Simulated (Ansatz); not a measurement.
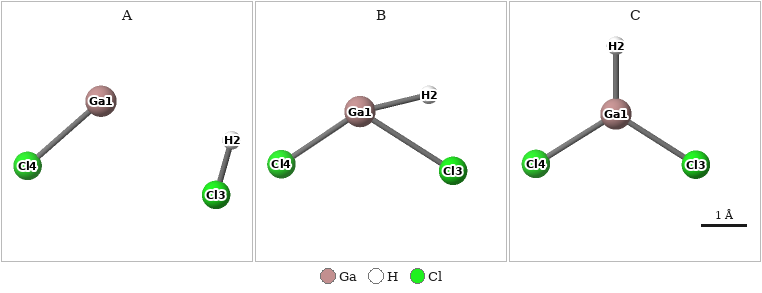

3 geometries from a converged minimum-energy path of GaHCl2, shuffled. Style: ball-and-stick. Shown face on.

Method: Ansatz 0.2.0, RKS B3LYP/def2-SVP. Settings: 5 movable images; climbing image; force threshold 0.03 eV/Å; iteration limit 60; starting path through a guess of the saddle point.

Question: One of them is the converged climbing image. Which?

Answer: B. In order along the path, whose images run from 0 to 6: C (image 0, 0.0 kJ/mol), B (image 2, +207.2 kJ/mol), A (image 5, +86.6 kJ/mol). Breaking: Ga1–Cl3 (2.15 → 2.51 at the top → 3.43 Å), Ga1–H2 (1.55 → 1.62 at the top → 3.68 Å). Forming: H2–Cl3 (3.25 → 1.81 at the top → 1.29 Å).

The run took 2.5 min on 1 thread of Arm Neoverse V1, with other jobs on the host, peak memory 0.15 GiB.
